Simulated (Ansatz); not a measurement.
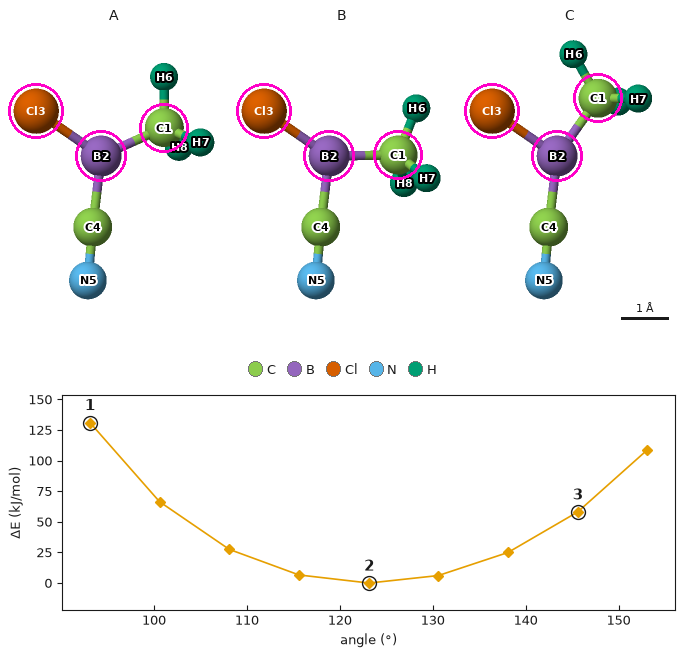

C2H3BClN: the C1–B2–Cl3 angle is varied, with the rest of the molecule carried along rigidly. The frames are shuffled; the numbered points of the plot belong to them. A ball-and-stick model, seen onto the plane of the angle, with a slight tilt. The ringed atoms are those of the scanned coordinate.

Single-point energies from Ansatz with CCSD(T) in the def2-TZVPP basis, on geometries moved rigidly from the minimum at PBE0-D4/def2-TZVP. Coupled cluster with a frozen core. Energies are counted from the PBE0-D4/def2-TZVP minimum geometry at the same level.

> Which frame belongs to which numbered point?

Point 1 is frame C (the angle 93.1°, 131.2 kJ/mol); 2 is frame A (the angle 123.1°, 0.0 kJ/mol); 3 is frame B (the angle 145.6°, 58.1 kJ/mol). Of the computed points the lowest is at the angle 123.1°, 0.0 kJ/mol. The end points stand at 131.2 kJ/mol (93.1°) and 108.9 kJ/mol (153.1°). The curvature at the lowest point is about 8 eV/rad².
